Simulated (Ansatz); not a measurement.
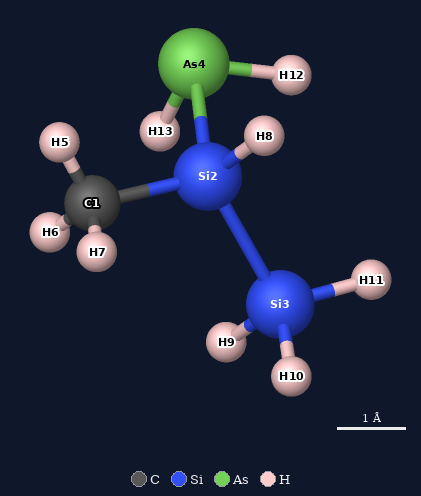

**Figure 1.** The input geometry of the first run (ball-and-stick view, seen at a tilt; atoms are numbered from 1 in the order of the input).

# CH₉AsSi₂: a changed input and its effect

System: CH₉AsSi₂, SMILES C[SiH]([SiH3])[AsH2].
Method of the first run: RKS PBE0-D4/def2-TZVPP (Ansatz 0.2.0).

The geometry comes from this level: PBE0-D4/def2-TZVP. Text and figures count atoms from 1; the logs count them from 0 in places.

## Input, the first run
```yaml
crystal:
  periodic: [false, false, false]
  atoms:
    - {symbol: C, position_ang: [-0.920220, 1.588494, -0.666985]}
    - {symbol: Si, position_ang: [-0.564604, -0.226149, -0.338717]}
    - {symbol: Si, position_ang: [1.724062, -0.691797, -0.377991]}
    - {symbol: As, position_ang: [-1.509322, -0.820963, 1.756481]}
    - {symbol: H, position_ang: [-1.994167, 1.784455, -0.628661]}
    - {symbol: H, position_ang: [-0.430836, 2.220106, 0.077845]}
    - {symbol: H, position_ang: [-0.553591, 1.880800, -1.653744]}
    - {symbol: H, position_ang: [-1.258452, -1.067755, -1.356596]}
    - {symbol: H, position_ang: [2.405005, 0.097530, 0.685956]}
    - {symbol: H, position_ang: [2.351743, -0.346420, -1.685145]}
    - {symbol: H, position_ang: [1.954423, -2.137682, -0.111751]}
    - {symbol: H, position_ang: [-0.798934, -2.167385, 1.780469]}
    - {symbol: H, position_ang: [-0.384608, -0.147733, 2.533636]}
basis:
  gaussian: {orbitals: def2-TZVPP}
hamiltonian: {xc: pbe0, dispersion: d4}
output: {orbitals: {seedname: orbitals}}
```

Command:
```bash
ansatz run in.yaml --threads 4 --pin off --events-out ev --progress --plain --max-ram 10444MiB
```

Hardware: 4 threads of Arm Neoverse V2, 23 GiB of memory available, shared host.

## Output (the first run)
```
Functional definition: PBE0
  parameter a = 0.25
  parameter kappa = 0.804
  parameter beta = 0.06672455060314922
  exchange = (1 - a)*pbe_x(kappa = kappa, mu = beta*pi^2/3) + a*exact_x
  correlation = pbe_c(beta = beta)
1716 factors; their error is unknown
mean field evaluation 1: about -77760.6183 eV, gradient 4.8e1 eV
mean field evaluation 2: about -77758.3234 eV, gradient 5.3e1 eV
mean field evaluation 4: about -77765.9117 eV, gradient 2.0e0 eV
mean field evaluation 8: about -77765.9210 eV, gradient 1.0e-1 eV
mean field evaluation 16: about -77766.1962 eV, gradient 4.2e-4 eV
mean field -77766.19615601 eV, -2857.8549969125 hartree, gradient 6.3e-5 eV, S^2 0.000000; 0 other end points of the search recorded, 0 dependent functions left out
reference -77766.19619407 eV, -2857.8549983111 hartree; 38, 38 occupied and 251, 251 virtual orbitals, 1716 factors
Total energy: -77766.48401250 eV, -2857.8655754433 hartree
```

For the second run the input was changed thus:
```diff
-hamiltonian: {xc: pbe0, dispersion: d4}
+hamiltonian: {xc: {name: wB97X-V}}
```

Predict how the results change.

The total energies belong to different models, so their difference says nothing on which is more stable or more accurate. The HOMO goes from −7.09 to −9.23 eV. The LUMO goes from −0.18 to 1.77 eV. On the same kind of shared host the second run took about 2.4 times as long.

## Output (the second run)
```
Functional definition: wB97X-V
  parameter omega = 0.3/bohr
  parameter cx = 0.167
  parameter cx1 = 0.603
  parameter cx2 = 1.194
  parameter css0 = 0.556
  parameter css1 = -0.257
  parameter cos0 = 1.219
  parameter cos1 = -1.850
  parameter b = 6.0
  parameter c = 0.01
  exchange = spin_sum(e_x_unif_sr(omega)*poly(b97_u_x, 1 - cx, cx1, cx2)) + cx*exact_x_sr(omega) + exact_x_lr(omega)
  correlation = spin_sum(e_c_pw_same_spin*poly(b97_u_same, css0, css1))
      + integral(e_c_pw_opposite_spin*poly(b97_u_opposite, cos0, cos1)) + vv10(b, c)
1702 factors; their error is unknown
393 factors; integrals over basis functions are off by at most 1.1e-5 eV
mean field evaluation 1: about -77770.3272 eV, gradient 3.5e1 eV
mean field evaluation 2: about -77771.7270 eV, gradient 2.5e1 eV
mean field evaluation 4: about -77773.1591 eV, gradient 1.0e0 eV
mean field evaluation 8: about -77773.3436 eV, gradient 4.0e-1 eV
mean field evaluation 16: about -77773.3437 eV, gradient 2.2e-5 eV
mean field -77773.34373177 eV, -2858.1176654767 hartree, gradient 2.2e-5 eV, S^2 0.000000; 0 other end points of the search recorded, 0 dependent functions left out
reference -77773.34372928 eV, -2858.1176653852 hartree; 38, 38 occupied and 251, 251 virtual orbitals, 1702 factors
Total energy: -77773.34372928 eV, -2858.1176653852 hartree
```

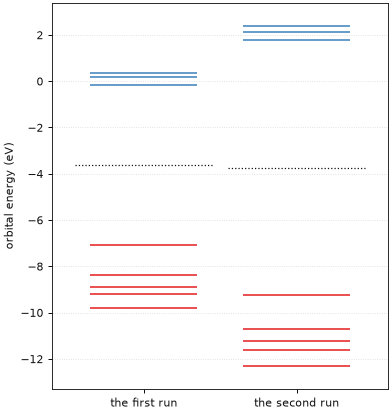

**Figure 2.** The five highest filled and three lowest empty orbital energies of the two runs; the dotted lines part filled from empty levels. The HOMO–LUMO gap is 6.91 eV in the first run and 11.01 eV in the second run.

## The two runs side by side

| quantity | the first run | the second run |
| --- | --- | --- |
| outcome | converged | converged |
| total energy (hartree) | −2857.865575 | −2858.117665 |
| HOMO (eV) | −7.09 | −9.23 |
| LUMO (eV) | −0.18 | 1.77 |
| basis functions | 289 | 289 |
| wall time (shared host) | 4.2 s | 10 s |
